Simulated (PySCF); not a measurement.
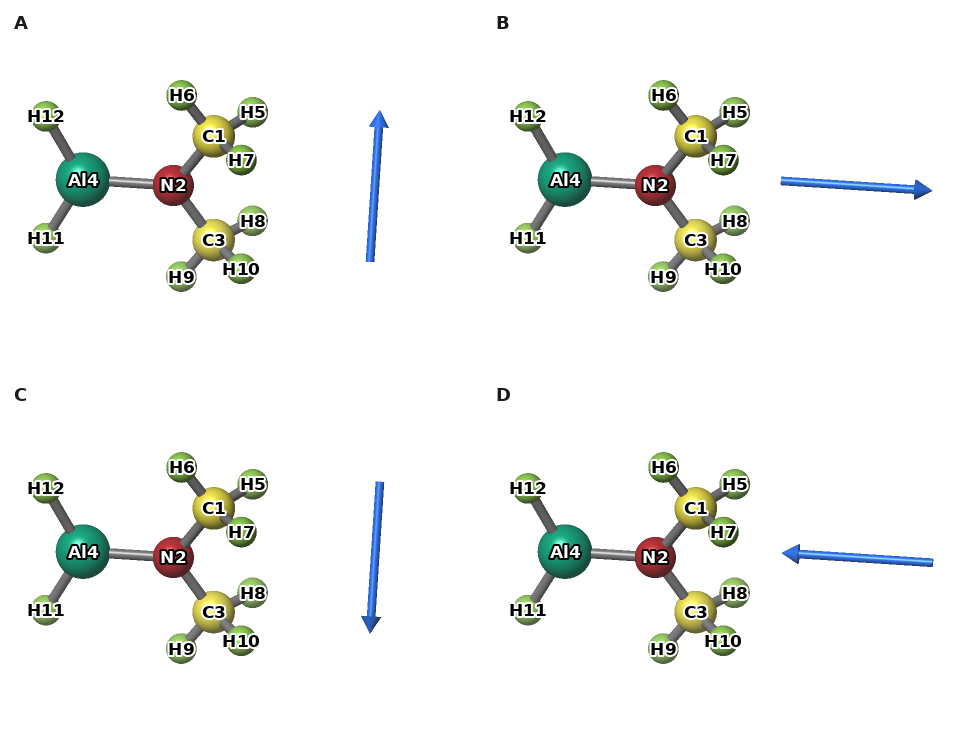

The same molecule four times, each with an arrow. The computed structure is the end point of a PBE0-D3(BJ)/def2-SVP optimisation. No frequency run is at hand to confirm it as a minimum. Level of theory: B97-2/pcSseg-2, gas phase (PySCF 2.14.0).

Question: Which arrow points along the dipole moment, from the negative to the positive end?

Answer: B. The dipole moment is 0.90 D; it points from the side of H11, H12 to the side of H5, H7, H8, H10 (the outermost atoms at the two ends).
